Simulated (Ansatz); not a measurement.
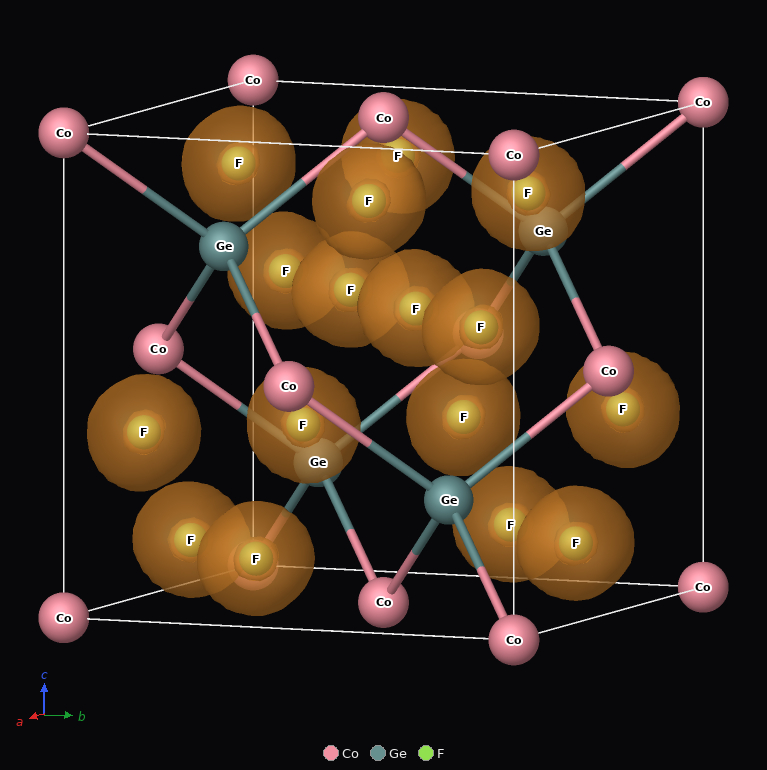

Figure 1: CoGeF₄. Isosurface of the electron localisation function at 0.7 (orange), seen slightly off an axis. Core shells and regions of very low density are left out. Sticks mark near contacts.

Space group F-43m; started from the MgInCu4_216 prototype, which need not be the ambient phase; spin-polarised.

Level of theory: DFT PBE, scalar-relativistic, plane waves, PAW in Ansatz 0.2.0.

```
Co Ge F
1.0
     6.51364    0.00000    0.00000
     0.00000    0.00000   -6.51364
     0.00000    6.51364    0.00000
Co Ge F
4 4 16
Cartesian
  3.2568 0.0000 -3.2568
  0.0000 3.2568 -3.2568
  0.0000 0.0000 0.0000
  3.2568 3.2568 0.0000
  4.8852 1.6284 -4.8852
  1.6284 4.8852 -4.8852
  1.6284 1.6284 -1.6284
  4.8852 4.8852 -1.6284
  0.8167 2.4401 -5.6970
  4.0735 5.6970 -5.6970
  4.0735 2.4401 -2.4401
  0.8167 5.6970 -2.4401
  0.8167 0.8167 -4.0735
  4.0735 4.0735 -4.0735
  4.0735 0.8167 -0.8167
  0.8167 4.0735 -0.8167
  2.4401 2.4401 -4.0735
  5.6970 5.6970 -4.0735
  5.6970 2.4401 -0.8167
  2.4401 5.6970 -0.8167
  2.4401 0.8167 -5.6970
  5.6970 4.0735 -5.6970
  5.6970 0.8167 -2.4401
  2.4401 4.0735 -2.4401
```

Q: Describe the localisation domains.

A: The ELF exceeds this value in 16 regions wrapped around F (the valence shell of each), counted in one cell of 24 atoms. Any copies at cell faces, edges or corners count once. Along the contacts the grid gives the following. F–F (2.30 Å): the ELF is about 0.05 at the midpoint (no localised pair shows between them). Co–Ge (2.82 Å): the ELF is about 0.35 at the midpoint (no localised pair shows between them).
